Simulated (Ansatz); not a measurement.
# CH5B (BH2Me) at 6 levels

Wanted: a comparison of 6 runs (B3LYP/STO-3G, CAM-B3LYP/STO-3G, r2SCAN0/STO-3G, UMP2/STO-3G, CCSDT(Q)/STO-3G, CCSDTQ/STO-3G) of CH5B (BH2Me). 

The calculation is run with Ansatz 0.2.0.

53 further runs of the same task are left out: 53 set aside as unsound or not needed.

## (1) Starting point

The species is CH5B (7 atoms), meant as a singlet with charge 0. SMILES: `[H]B([H])C`. The H2–B1 distance was set to 2.925 Å, away from the relaxed value. At this shape a bond of the SMILES string is far longer than usual.

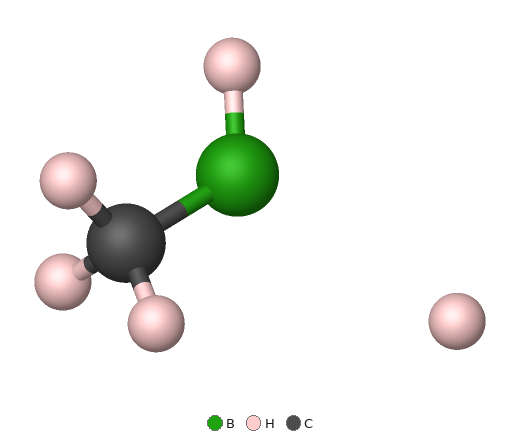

Viewed from a chosen angle; boron green, hydrogen pink, carbon dark grey.

## (2) The energy at B3LYP/STO-3G (run 1)

molecule.yaml

```yaml
crystal:
  periodic: [false, false, false]
  atoms:
    - {symbol: B, position_ang: [-1.310350, 0.779270, 0.002165]}
    - {symbol: H, position_ang: [1.614940, 0.782320, 0.008990]}
    - {symbol: H, position_ang: [-1.884870, 1.796270, -0.065485]}
    - {symbol: C, position_ang: [-2.092350, -0.575800, 0.035625]}
    - {symbol: H, position_ang: [-2.160790, -0.931210, -0.995235]}
    - {symbol: H, position_ang: [-3.113480, -0.498090, 0.401405]}
    - {symbol: H, position_ang: [-1.584240, -1.363740, 0.587955]}
basis:
  gaussian:
    orbitals: STO-3G
magnetization:
  spin_polarized: false
hamiltonian:
  xc: {name: B3LYP}
accuracy: high
```

Command:

```
$ ansatz run molecule.yaml --threads 1 --pin off --max-ram 2610MiB --events-out events.jsonl --progress --plain --runs-dir runs
```

The program printed:

```text
Warning: RAYON_NUM_THREADS=1 ignored (pool sized by the plan → 1); use --threads N
Functional definition: B3LYP
  name "B3LYP"
  parameter a0 = 0.2
  parameter ax = 0.72
  parameter ac = 0.81
  exchange = (1 - a0 - ax)*slater_x + ax*b88_x + a0*exact_x
  correlation = (1 - ac)*vwn_rpa_c + ac*lyp_c
252 factors; integrals over basis functions are off by at most 1.4e-8 eV
mean field evaluation 1: about -1759.2177 eV, gradient 2.1e1 eV
mean field evaluation 2: about -1750.1958 eV, gradient 3.1e1 eV
mean field evaluation 4: about -1764.2305 eV, gradient 1.5e1 eV
mean field evaluation 8: about -1764.1781 eV, gradient 1.5e1 eV
mean field -1765.59482401 eV, -64.8844130191 hartree, gradient 5.7e-8 eV, S^2 0.000000; 0 other end points of the search recorded, 0 dependent functions left out
reference -1765.59485451 eV, -64.8844141399 hartree; 8, 8 occupied and 7, 7 virtual orbitals, 252 factors
Total energy: -1765.59485451 eV, -64.8844141399 hartree
```

It took 0.86 s on 1 thread of Arm Neoverse V2, shared host; peak memory 0.092 GiB.

## (3) A single-point energy at CAM-B3LYP/STO-3G (run 2)

job.yaml

```yaml
crystal:
  periodic: [false, false, false]
  atoms:
    - symbol: B
      position_ang: [-1.310350, 0.779270, 0.002165]
    - symbol: H
      position_ang: [1.614940, 0.782320, 0.008990]
    - symbol: H
      position_ang: [-1.884870, 1.796270, -0.065485]
    - symbol: C
      position_ang: [-2.092350, -0.575800, 0.035625]
    - symbol: H
      position_ang: [-2.160790, -0.931210, -0.995235]
    - symbol: H
      position_ang: [-3.113480, -0.498090, 0.401405]
    - symbol: H
      position_ang: [-1.584240, -1.363740, 0.587955]
basis:
  gaussian: {orbitals: STO-3G}
hamiltonian: {xc: {name: CAM-B3LYP}}
accuracy: high
```

Command:

```
$ ansatz run job.yaml --threads 1 --pin off --max-ram 2610MiB --events-out events.jsonl --progress --plain --runs-dir runs
```

The program printed:

```text
Warning: RAYON_NUM_THREADS=1 ignored (pool sized by the plan → 1); use --threads N
Functional definition: CAM-B3LYP
  name "CAM-B3LYP"
  parameter alpha = 0.19
  parameter beta = 0.46
  parameter omega = 0.33/bohr
[... 1 set-up line as earlier in the session ...]
  exchange = (1 - alpha - beta)*b88_x + beta*b88_x_sr(omega) + alpha*exact_x + beta*exact_x_lr(omega)
  correlation = (1 - ac)*vwn5_c + ac*lyp_c
252 factors; integrals over basis functions are off by at most 1.4e-8 eV
159 factors; integrals over basis functions are off by at most 1.0e-9 eV
mean field evaluation 1: about -1756.9588 eV, gradient 2.0e1 eV
mean field evaluation 2: about -1750.2126 eV, gradient 2.9e1 eV
mean field evaluation 4: about -1762.9475 eV, gradient 8.6e0 eV
mean field evaluation 8: about -1763.3785 eV, gradient 2.7e-2 eV
mean field evaluation 16: about -1763.3209 eV, gradient 4.0e-4 eV
mean field -1763.32087851 eV, -64.8008470634 hartree, gradient 1.2e-8 eV, S^2 0.000000; 0 other end points of the search recorded, 0 dependent functions left out
reference -1763.32089336 eV, -64.8008476091 hartree; 8, 8 occupied and 7, 7 virtual orbitals, 252 factors
Total energy: -1763.32089336 eV, -64.8008476091 hartree
```

It took 0.92 s on 1 thread of Arm Neoverse V2, shared host; peak memory 0.093 GiB.

## (4) A single-point energy at r2SCAN0/STO-3G (run 3)

job.yaml

```yaml
basis:
  gaussian: {orbitals: STO-3G}
crystal:
  periodic: [false, false, false]
  atoms:
    - {symbol: B, position_ang: [-1.310350, 0.779270, 0.002165]}
    - {symbol: H, position_ang: [1.614940, 0.782320, 0.008990]}
    - {symbol: H, position_ang: [-1.884870, 1.796270, -0.065485]}
    - {symbol: C, position_ang: [-2.092350, -0.575800, 0.035625]}
    - {symbol: H, position_ang: [-2.160790, -0.931210, -0.995235]}
    - {symbol: H, position_ang: [-3.113480, -0.498090, 0.401405]}
    - {symbol: H, position_ang: [-1.584240, -1.363740, 0.587955]}
hamiltonian: {xc: {name: r2SCAN0}}
accuracy: high
```

Command:

```
$ ansatz run job.yaml --threads 1 --pin off --max-ram 2610MiB --events-out events.jsonl --progress --plain --runs-dir runs
```

The program printed:

```text
Warning: RAYON_NUM_THREADS=1 ignored (pool sized by the plan → 1); use --threads N
Functional definition: r2SCAN0
  name "r2SCAN0"
  parameter a = 0.25
  parameter k0 = 0.174
  parameter k1 = 0.065
  parameter a1 = 4.9479
  exchange = (1 - a)*r2scan_x(k0 = k0, k1 = k1, a1 = a1) + a*exact_x
  correlation = r2scan_c
252 factors; integrals over basis functions are off by at most 1.4e-8 eV
mean field evaluation 1: about -1757.5140 eV, gradient 2.0e1 eV
mean field evaluation 2: about -1749.3989 eV, gradient 2.9e1 eV
mean field evaluation 4: about -1762.1504 eV, gradient 1.5e1 eV
mean field evaluation 8: about -1762.1056 eV, gradient 1.5e1 eV
mean field -1763.55108444 eV, -64.8093069752 hartree, gradient 6.1e-8 eV, S^2 0.000000; 0 other end points of the search recorded, 0 dependent functions left out
reference -1763.55108481 eV, -64.8093069890 hartree; 8, 8 occupied and 7, 7 virtual orbitals, 252 factors
Total energy: -1763.55108481 eV, -64.8093069890 hartree
```

Run time: 1.8 s. Hardware: 1 thread of Arm Neoverse V2, shared host; peak memory 0.13 GiB.

Runs 4 to 5 aren't shown in full; the table further down has their settings and results.

## (5) The energy at CCSDTQ/STO-3G (run 6)

run.yaml

```yaml
crystal:
  periodic: [false, false, false]
  atoms:
    - {symbol: B, position_ang: [-1.310350, 0.779270, 0.002165]}
    - {symbol: H, position_ang: [1.614940, 0.782320, 0.008990]}
    - {symbol: H, position_ang: [-1.884870, 1.796270, -0.065485]}
    - {symbol: C, position_ang: [-2.092350, -0.575800, 0.035625]}
    - {symbol: H, position_ang: [-2.160790, -0.931210, -0.995235]}
    - {symbol: H, position_ang: [-3.113480, -0.498090, 0.401405]}
    - {symbol: H, position_ang: [-1.584240, -1.363740, 0.587955]}
basis:
  gaussian: {orbitals: STO-3G}
total_charge: 0
correlation: {method: ccsdtq, frozen_orbitals: {B: 1, C: 1, H: 0}}
accuracy: high
scf: {omitted_lower_state_checks: [cluster_reference, increment]}
```

Command:

```
$ ansatz run run.yaml --threads 1 --pin off --max-ram 2610MiB --events-out events.jsonl --progress --plain --runs-dir runs
```

The program printed (excerpt; [...] marks lines left out):

```text
Warning: RAYON_NUM_THREADS=1 ignored (pool sized by the plan → 1); use --threads N
Functional definition: HF
  name "HF"
[...]
252 factors; integrals over basis functions are off by at most 1.4e-8 eV
[...]
mean field -1749.74606505 eV, -64.3019818701 hartree, gradient 4.3e-8 eV, S^2 0.000000; 1 other end points of the search recorded, 0 dependent functions left out; unrestricted orbitals would lower it
2 core orbitals not correlated: weight in the atoms' cores, before any rotation towards them, 1.000 or more for the frozen orbitals, at most 0.000 for the correlated occupied ones
reference -1749.74606505 eV, -64.3019818701 hartree; 6, 6 occupied and 7, 7 virtual orbitals, 252 factors
second order -5.00733007 eV of doubles, -0.00000000 eV of singles
cycle   1  -4.33804220 eV  change    -1.6e0 eV  update   1.5e-1
[...]
cycle  33  -7.64689890 eV  change   4.6e-10 eV  update  1.8e-10
WARN: these amplitudes may be one of several solutions (largest doubles amplitude 0.76, level shift 11.34 eV)
Total energy: -1757.39296395 eV, -64.5830002215 hartree
Checks for a lower state left out: cluster_reference, increment
```

Run time: 3.9 s. Hardware: 1 thread of Arm Neoverse V2, shared host; peak memory 0.1 GiB.

## (6) All runs side by side

```csv
run,level,frozen core orbitals,energy (Eh),wall time
1,B3LYP/STO-3G,–,-64.884414,0.86 s
2,CAM-B3LYP/STO-3G,–,-64.800848,0.92 s
3,r2SCAN0/STO-3G,–,-64.809307,1.8 s
4,UMP2/STO-3G,2,-64.549691,0.1 s
5,CCSDT(Q)/STO-3G,2,-64.582850,0.24 s
6,CCSDTQ/STO-3G,2,-64.583000,3.9 s
```

## (7) Results

| quantity | value |
| --- | --- |
| run 6: total energy | -64.58300 Eh |
| run 6: correlation energy (2 core orbitals frozen) | -281.0 mEh |
| run 6: T1 diagnostic | 0.038 |

What this shows: Totals of different functionals can't be ranked against each other. In runs 5, 6 the log says that unrestricted orbitals would lower the reference, so the values rest on an unstable closed-shell determinant (other closed-shell runs at this shape may share the fault). In runs 1, 2, 3, 4, 5, 6 the basis is minimal, so the values are rough. Spin contamination of the reference: run 4 ⟨S²⟩ = 0.98. Where it is this large, the reference is a mixture of spin states, and values that rest on it are in doubt. All runs together took 7.8 s, the longest 3.9 s.
